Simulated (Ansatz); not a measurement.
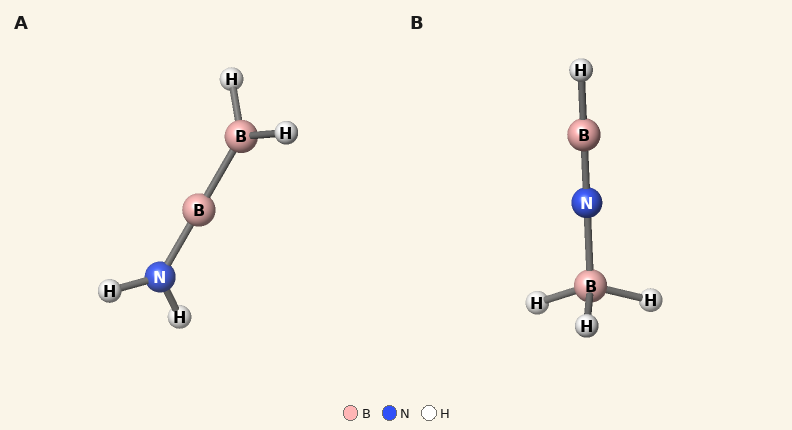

2 stationary structures of one formula. Charge −1, singlet. Geometries: PBE0-D4/def2-TZVPD. Electronic energies: RHF-CCSD(T) (frozen core)/def2-TZVPPD (Ansatz 0.2.0), without zero-point energy. No frequency run is at hand to confirm each as a minimum. Each is one conformer, not always the lowest.

**Which structure is the most stable?**

B is lowest (C3v); A lies 43.0 kcal/mol above it (C2v).
